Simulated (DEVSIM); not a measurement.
Structure: Al/SiO2/p-Si capacitor, at 250 K.

```tsv
layer (left to right)	material	thickness (nm)	Na (cm⁻³)
1	SiO2	0.840	-
2	Si	10000	3e15
```

Metal gate on the left, work function 4.1 eV. Fixed charge at the semiconductor interface 0 cm⁻² (in units of +e); no interface traps.

This is a model device: material constants are rounded textbook-type values typed into the input, and sizes, dopings and lifetimes were drawn at random. Values at 300 K; Nc and Nv go as T^1.5, mobilities as T to minus their exponent, the gap by Varshni's rule with the affinity fixed.

```csv
parameter,SiO2,Si
gap (eV),9,1.124
affinity (eV),0.9,4.05
permittivity,3.9,11.7
Nc (cm⁻³),-,2.86e19
Nv (cm⁻³),-,3.1e19
Varshni α (eV/K),-,0.000473
Varshni β (K),-,636
```

DEVSIM, 1D Poisson equation in equilibrium, Boltzmann statistics, complete ionisation; no quantum confinement or tunnelling. Metal contacts follow the ideal Schottky-Mott rule: no Fermi-level pinning, no interface dipoles.

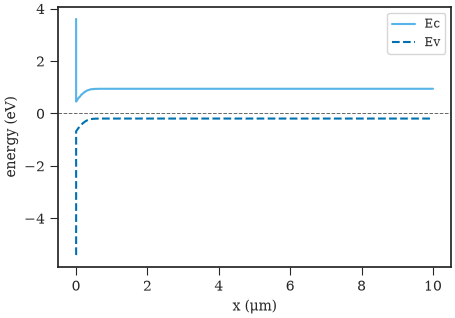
Figure. Band edges at -0.4 V on the gate

Energies count from the Fermi level of the right contact; mesh points crowd at the junctions.

```
x (μm)     Ec (eV)  Ev (eV)  n (cm⁻³)  p (cm⁻³)  field (V/cm)
---------  -------  -------  --------  --------  ------------
0.000        3.600   -5.400     < 1e2     < 1e2         62000
0.0005198    3.603   -5.397     < 1e2     < 1e2         62000
0.001422     0.456   -0.680    1.4e10    470000         21000
0.003479     0.461   -0.675    1.1e10    570000         21000
0.01018      0.474   -0.662     5.9e9   1100000         20000
0.02258      0.499   -0.637     1.9e9   3400000         20000
0.04962      0.551   -0.585     1.7e8     3.8e7         19000
0.1425       0.703   -0.433    140000    4.4e10         14000
0.3111       0.877   -0.259     < 1e2    1.4e14          6500
0.6787       0.942   -0.194     < 1e2    2.9e15            73
1.480        0.943   -0.193     < 1e2    3.0e15           ≈ 0
4.093        0.943   -0.193     < 1e2    3.0e15           ≈ 0
7.191        0.943   -0.193     < 1e2    3.0e15           ≈ 0
8.713        0.943   -0.193     < 1e2    3.0e15           ≈ 0
9.551        0.943   -0.193     < 1e2    3.0e15           ≈ 0
9.795        0.943   -0.193     < 1e2    3.0e15           ≈ 0
9.907        0.943   -0.193     < 1e2    3.0e15           ≈ 0
9.959        0.943   -0.193     < 1e2    3.0e15           ≈ 0
9.986        0.943   -0.193     < 1e2    3.0e15           ≈ 0
9.995        0.943   -0.193     < 1e2    3.0e15           ≈ 0
9.999        0.943   -0.193     < 1e2    3.0e15           ≈ 0
10.00        0.943   -0.193     < 1e2    3.0e15           ≈ 0
```
